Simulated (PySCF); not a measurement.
# C₆H₁₇NSi, SMILES `CC(C)N([SiH3])C(C)C`: electronic structure

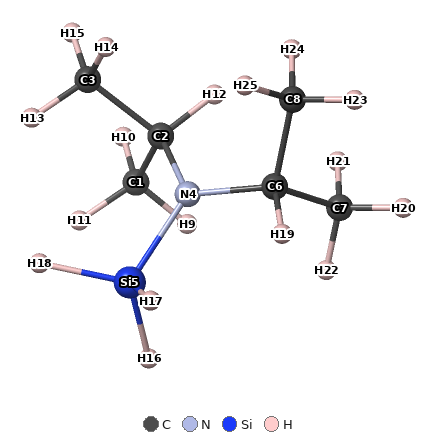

The molecule, with its atoms numbered as below. No frequency check shows the geometry to be a minimum.

Coordinates in Å:

```
C1      -1.5994    0.7868   -1.4000
C2      -0.6943    0.9641   -0.1802
C3      -1.4959    1.5004    1.0080
N4       0.0015   -0.2630    0.1721
Si5     -0.8060   -1.7703    0.3285
C6       1.4507   -0.2417    0.0928
C7       1.9594   -0.0346   -1.3373
C8       2.0676    0.7802    1.0523
H9      -1.0328    0.3730   -2.2305
H10     -2.0126    1.7466   -1.7032
H11     -2.4182    0.1109   -1.1698
H12      0.0597    1.7154   -0.4365
H13     -2.2915    0.8094    1.2704
H14     -0.8478    1.6228    1.8718
H15     -1.9367    2.4637    0.7608
H16     -0.9406   -2.5194   -0.9355
H17     -0.0111   -2.5708    1.2622
H18     -2.1450   -1.5405    0.8687
H19      1.7841   -1.2333    0.4158
H20      3.0417   -0.1354   -1.3647
H21      1.6989    0.9526   -1.7121
H22      1.5224   -0.7823   -1.9951
H23      3.1473    0.6542    1.0780
H24      1.8520    1.8011    0.7470
H25      1.6748    0.6263    2.0543
```

### 1. Bonding charge

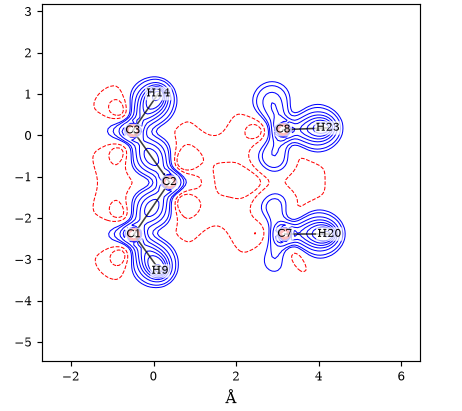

Deformation density (molecule less spherical, spin-averaged free atoms) in a plane through 9 of the atoms; contours at ±0.05 to ±0.8 e/Å³; solid blue lines: gain, dashed red lines: loss.

PySCF calculation, B3LYP/6-31G*, gas phase; geometry: GFN2-xTB.

Describe the bonding that the map shows.

Answer. C3–H14: +0.63 e/Å³ at the bond critical point (bond length 1.09 Å, Mayer order 0.9). C1–H9: +0.63 e/Å³ at the bond critical point (bond length 1.09 Å, Mayer order 0.9). C7–H20: +0.62 e/Å³ at the bond critical point (bond length 1.09 Å, Mayer order 0.9). C8–H23: +0.62 e/Å³ at the bond critical point (bond length 1.09 Å, Mayer order 0.9). C1–C2: +0.47 e/Å³ at the bond critical point (bond length 1.53 Å, Mayer order 1.0). C2–C3: +0.47 e/Å³ at the bond critical point (bond length 1.53 Å, Mayer order 1.0). In all, 5.0 electrons gather in the regions of gain relative to the promolecule.

Where do the Hirshfeld charges lie?

Answer. The highest Hirshfeld charge is on Si5 (+0.32 e), the lowest on N4 (−0.19 e).

### 2. Electrostatic potential

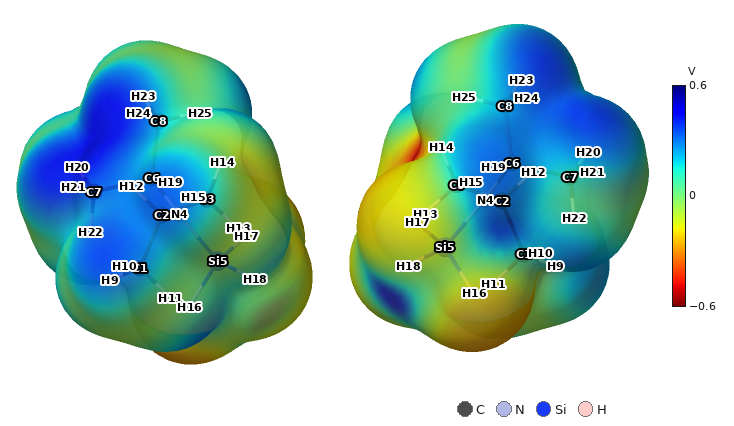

Electrostatic potential on the surface of electron density 0.001 a.u. (back view left, front view right).

Where are the extremes of the potential on the surface?

Answer. Highest: 0.49 V, 1.5 Å from H12. Further maxima include 0.42 V, 1.7 Å from H19; 0.40 V, 1.4 Å from H10. Lowest: −0.57 V, over N4, off the plane of its three bonds (2.1 Å). Further minima include −0.28 V, 1.5 Å from H16; −0.19 V, 1.5 Å from H18. The surface is sampled at points, so like sites can differ by a few per cent and only the strongest of them is named.

### 3. In an electric field

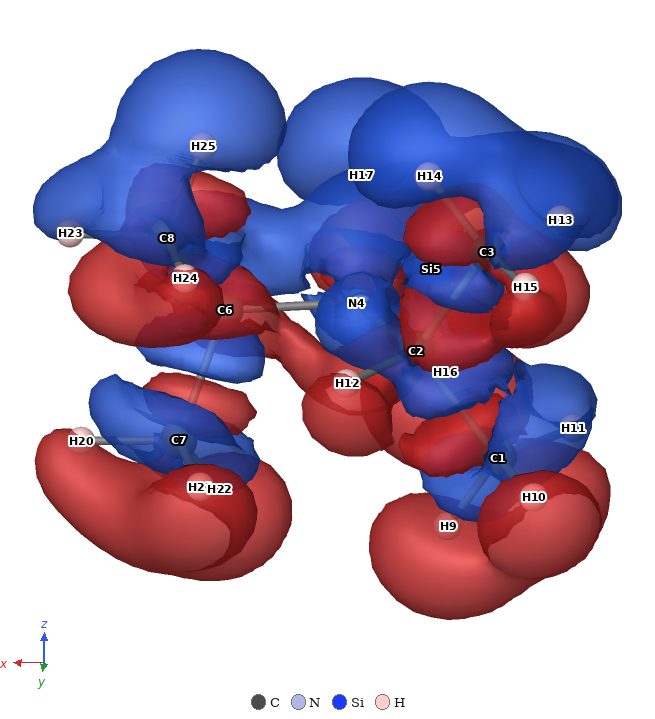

Change of the electron density in a uniform field of 0.21 V/Å, surfaces at ±0.001 e/Å³ (blue: gain, red: loss).

PySCF calculation, HF/6-31+G*, gas phase; geometry: GFN2-xTB. The basis has diffuse s and p functions alone, which still leaves polarisabilities too small, most of all across bonds.

The field was applied in both directions; the picture shows the one opposite to the script's first.

Along which Cartesian direction does the field point?

Answer. Along −z: electrons gather on the +z side, against the field.

What dipole is induced, and what polarisability does it imply?

Answer. The induced dipole is 0.90 D (along the field); α along this axis, from the fields in both directions, is 88 bohr³ (13.1 Å³).

### 4. Removing or adding an electron

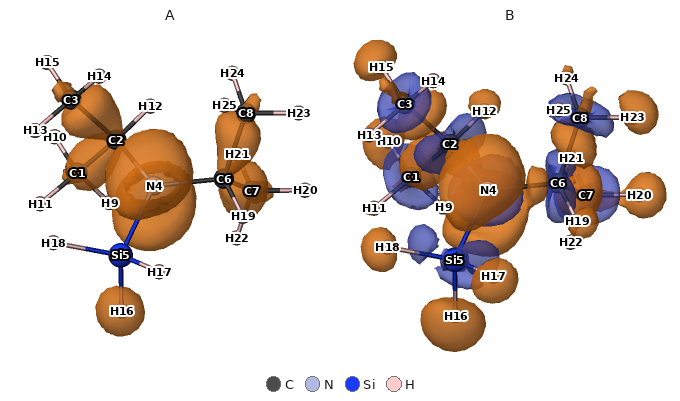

The Fukui function f⁻ from two separate SCF calculations and the density of the HOMO, at ±0.02 e/Å³ (orange positive, blue negative).

Computed with PySCF, TPSS/6-31G*, geometry: GFN2-xTB.

Which panel is which, and how good is the frozen-orbital picture?

Answer. B is f⁻ (it has negative regions), A the HOMO density. The HOMO lies on N4 (51 %), Si5 (9 %) and C2 and C6 (6 % each); f⁻ (Hirshfeld-condensed) is largest on N4 (0.21); the vertical ionisation energy is 7.43 eV (the stability of the cation's solution wasn't checked). Relaxation shifts 41 % of the electron between atoms. The orbital energy is −4.62 eV.

### 5. Localised orbitals

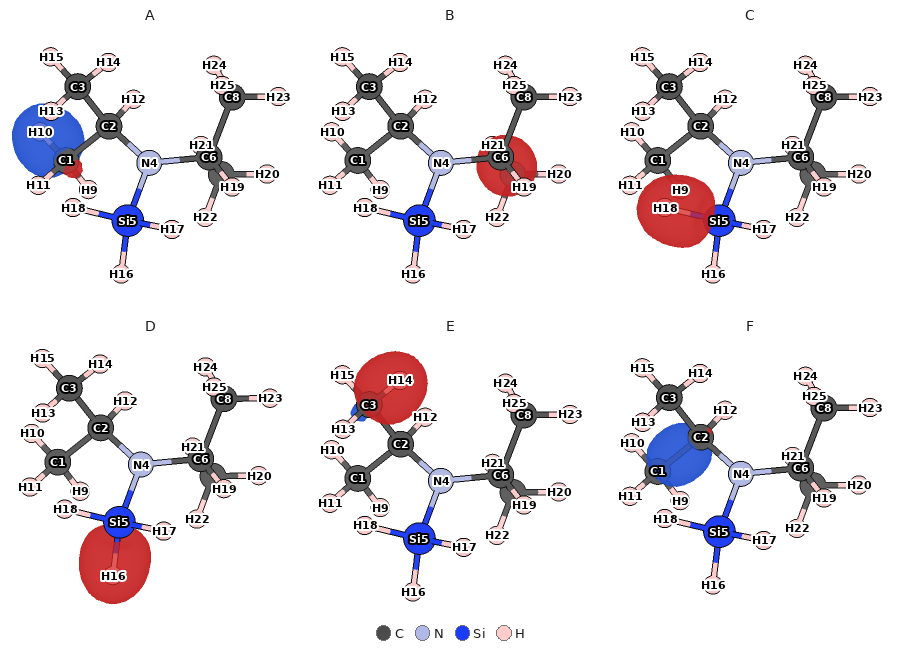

Intrinsic bond orbitals (IBO), occupied; each surface holds about 70 % of the orbital's density. Energies are diagonal elements of the Fock matrix.

PySCF calculation, PBE0/def2-SVP, gas phase; geometry: GFN2-xTB.

Identify each orbital.

Answer. By panel:
- A: σ bond C1–H10 (C1 57 %, H10 43 %; −13.2 eV)
- B: σ bond C7–C6 (C7 50 %, C6 49 %; −14.4 eV)
- C: σ bond H18–Si5 (H18 56 %, Si5 44 %; −11.1 eV)
- D: σ bond H16–Si5 (H16 56 %, Si5 44 %; −10.9 eV)
- E: σ bond C3–H14 (C3 57 %, H14 43 %; −12.9 eV)
- F: σ bond C1–C2 (C1 50 %, C2 49 %; −14.4 eV)
